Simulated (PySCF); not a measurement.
CHF3O3S, SMILES `O=S(=O)(O)C(F)(F)F`.

Level of theory: B3LYP/6-311G** (PySCF), at a geometry from GFN2-xTB. No frequency check shows the geometry to be a minimum. GFN2-xTB bond lengths at metals and heavier atoms can be off by up to 0.1 Å and shapes distorted, which carries into these values.

Coordinates in Å:

```
O1       1.2762    0.0323   -1.3949
S2       0.8647    0.1488   -0.0414
O3       1.2429    1.2504    0.7553
O4       1.1910   -1.2018    0.7167
C5      -0.9977    0.0108   -0.0045
F6      -1.3276   -1.1487   -0.5666
F7      -1.5647    0.9954   -0.6802
F8      -1.4366    0.0219    1.2422
H9       1.4303   -1.9098    0.1124
```

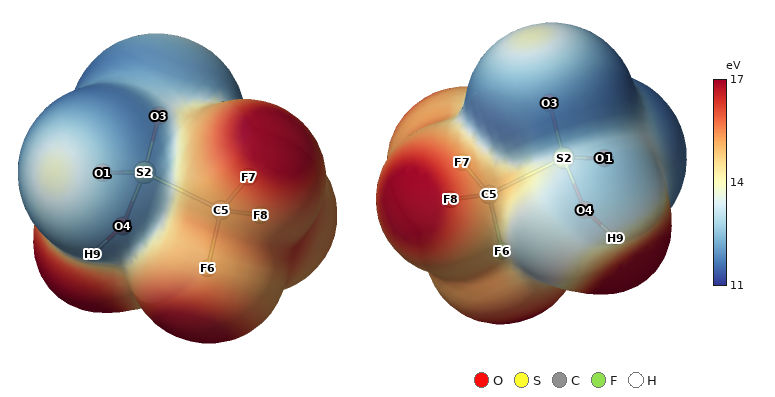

Average local ionisation energy on the surface of electron density 0.001 a.u. (back view left, front view right).

Locate the minima of the map.

Answer. The lowest value is 11.5 eV, 1.8 Å from O3. Further minima include 11.7 eV, 1.8 Å from O3; 11.8 eV, 1.8 Å from O1; 12.7 eV, 1.8 Å from O4. For comparison, the highest occupied orbital lies at −9.7 eV.

What volume does the surface enclose, and what is the dipole moment?

Answer. About 112 Å³; the dipole moment is 2.9 D.

Cost of the run: 12 s on 1 thread of Intel(R) Xeon(R) 6975P-C (Granite Rapids), on a shared host, peak memory 0.64 GiB.
